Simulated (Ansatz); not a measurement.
```yaml
atoms:
  - { symbol: B, position_ang: [-0.0767, -0.3276, -0.2192] }
  - { symbol: H, position_ang: [-0.4905, -0.6028, 0.8731] }
  - { symbol: Cl, position_ang: [1.5717, -0.8107, -0.6177] }
  - { symbol: H, position_ang: [-0.7709, 0.1445, -1.0832] }
  - { symbol: O, position_ang: [0.2029, 1.8347, 1.2040] }
  - { symbol: Si, position_ang: [1.7313, 2.2256, 1.8398] }
  - { symbol: H, position_ang: [2.6132, 1.0167, 1.9529] }
  - { symbol: H, position_ang: [2.3184, 3.2156, 0.8888] }
  - { symbol: H, position_ang: [1.5896, 2.8471, 3.2005] }
  - { symbol: H, position_ang: [-0.2703, 1.0822, 1.6429] }
```

Not at a stationary point (largest force 0.7 eV/Å).

The calculation used RKS BLYP-D4/def2-SVP in Ansatz.

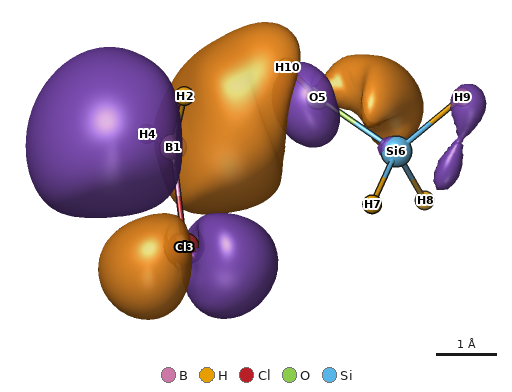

BClH2···H4OSi. One frontier orbital at ±0.06 Å⁻³ᐟ² (orange and purple are the two phases), seen across its widest extent.

> Which orbital is it: HOMO or LUMO?

The LUMO, at −2.08 eV. It lies mainly on B1 (about 55 %), Cl3 (about 20 %), H4 (about 5 %) and H2 (about 5 %).
